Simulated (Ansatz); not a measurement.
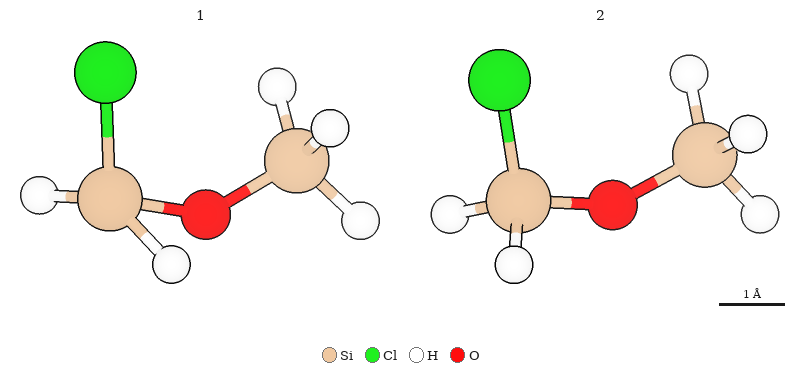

Two geometries of Si₂H₅OCl (started from a transition state, displaced along its imaginary mode), drawn at one scale. One is the start of a relaxation, the other its converged end. A ball-and-stick model, seen at a tilt.

All numbers below come from Ansatz 0.2.0, RKS PBE0-D4/def2-TZVP. (force threshold 0.005 eV/Å; at most 200 steps)

### Which geometry has the lower energy?

Structure 2 is the relaxed one. The energy falls by 2.505 eV in 13 accepted moves (16 points after the start). The largest force component goes from 3.4 to 0.0011 eV/Å. The line search rejected the trial steps at points 10, 14, 15 of the run. The forces were under the threshold at step 12, but the run went on from there. The largest move after the best rigid fit is that of an H atom, 1.04 Å. By element the largest moves are H 1.04 Å, O 0.18 Å, Si 0.18 Å, Cl 0.15 Å. Among the contacts that change: O–Si 1.680 → 1.619 Å, Cl–Si 2.094 → 2.054 Å, H–Si 1.511 → 1.477 Å. Among the angles between lasting bonds that change: H–Si–O 59.1° → 109.9°, H–Si–H 136.2° → 112.1°, Cl–Si–H 122.5° → 107.5°.
